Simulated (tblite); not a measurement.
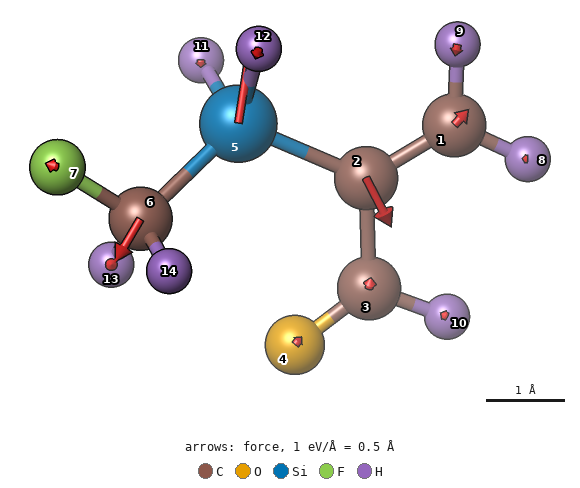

Starting geometry of C4H7FOSi with the computed forces as red arrows. A ball-and-stick model, seen from a free direction.

Method: tblite 0.8.0, GFN2-xTB geometry optimisation, gas phase. 

Is this structure relaxed? If not, where do the atoms go?

Answer. It isn't relaxed: the largest force vector, on Si5, is 2.20 eV/Å. The final displacements have little in common with the starting forces (cosine between the two patterns 0.04). Over 135 geometry steps the energy falls by 0.151 eV. The largest move after the best rigid fit is that of O4, 0.83 Å. Largest moves by element: O 0.83 Å, H 0.68 Å, C 0.39 Å, Si 0.27 Å, F 0.19 Å. Some distances before and after: Si5–C6 1.841 → 1.919 Å, C2–Si5 1.852 → 1.900 Å, C2–C3 1.489 → 1.461 Å, Si5–H12 1.491 → 1.466 Å. Among the angles between lasting bonds that change: C2–Si5–C6 115.4° → 107.5°, H11–Si5–H12 105.5° → 112.1°, C3–C2–Si5 117.3° → 113.0°. Groups turn about C2–Si5 by about 35°.
